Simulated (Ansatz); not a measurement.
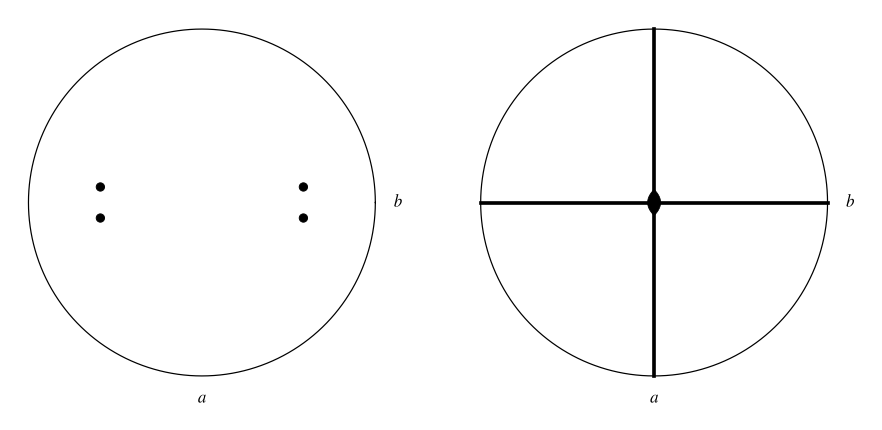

Stereographic projection: filled dots lie in the upper hemisphere, open rings in the lower; heavy lines are mirror planes (a heavy rim: a mirror in the plane of the page); lens, triangle, square and hexagon are 2-, 3-, 4- and 6-fold axes, a lens in an open square is −4, a triangle in an open hexagon −6; thin dashed diameters join the ends of axes that lie in the page; a small open circle marks inversion. The c axis points at the viewer. Left: one general form; right: the symmetry elements. Computed from the symmetry operations of a computed or model structure of composition LiBeF3, which need not be its known form.

Q: Which point group is this?

A: mm2 (C2v), order 4, orthorhombic system: one twofold axis, two mirror planes.

Q: Can such a crystal be piezoelectric, pyroelectric or chiral?

A: It is not centrosymmetric; polar, so pyroelectricity and piezoelectricity are allowed; it is not chiral.
